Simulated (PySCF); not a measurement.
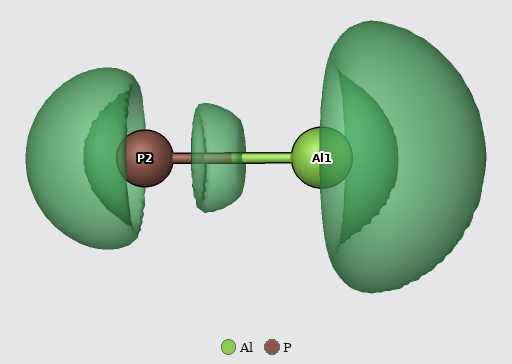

*AlP (triplet). Isosurface of the ELF at 0.85 (green), seen from one side. Core shells and regions of very low density are left out.*

The calculation used PBE0/6-31G(d,p), non-relativistic, at a bond length of 2.445 Å (PySCF).

Q: Identify the bonds, lone pairs and shells in this picture.

A: At this value the surface marks out one region between bonded Al–P atoms (shared pairs), one lobe on Al, pointing away from the bonds (non-bonding electrons) and one lobe on P, pointing away from the bonds (non-bonding electrons). Along the contacts the grid gives the following. Al–P (2.44 Å): the ELF peaks at about 0.95 in the valence shell of P, 1.0 Å from its nucleus, and is about 0.95 at the midpoint.
